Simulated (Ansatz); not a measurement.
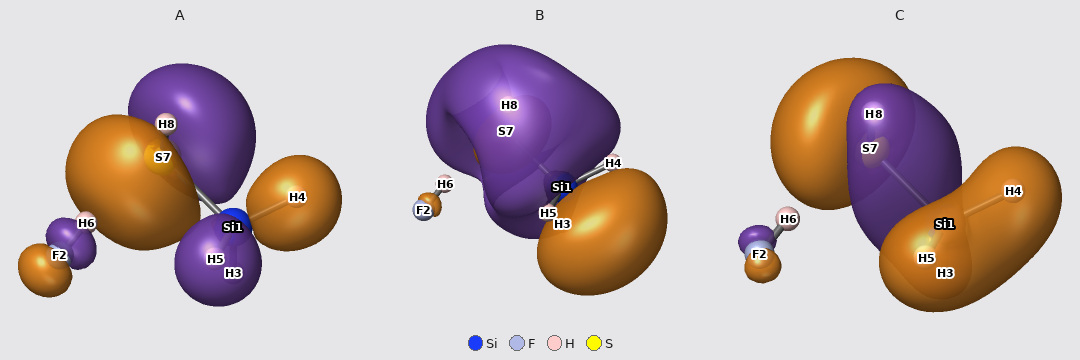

The picture shows: H4SSi···HF. Three frontier orbitals at ±0.06 Å⁻³ᐟ² (orange and purple are the two phases), in no order.

The product side of a reaction path; geometry: PBE0-D4/def2-TZVP.

Method: RKS PBE0-D4/def2-TZVPP (Ansatz 0.2.0).

```xyz
8

Si   -1.0204    0.3000   -0.3422
F     2.4581   -0.9124   -0.6726
H    -1.4715   -0.8785   -1.1155
H    -2.1824    1.0764    0.1531
H    -0.1357    1.1677   -1.1529
H     1.8121   -0.8593    0.0031
S     0.0686   -0.5399    1.3192
H     0.4713    0.6460    1.8078
```

Question: Which picture is the HOMO−1, the HOMO and the LUMO?

Answer: C is the HOMO−1 (−9.90 eV). It lies mainly on S7 (about 60 %), Si1 (about 20 %), H5 (about 5 %) and H4 (about 5 %). A is the HOMO (−8.29 eV). By Hirshfeld shares it lies mainly on S7 (about 70 %); largely a lone pair of S7. B is the LUMO (−0.35 eV). It lies mainly on Si1 (about 45 %), S7 (about 25 %) and H8 (about 10 %).

Question: What is the HOMO–LUMO gap?

Answer: 7.94 eV between the orbital energies.
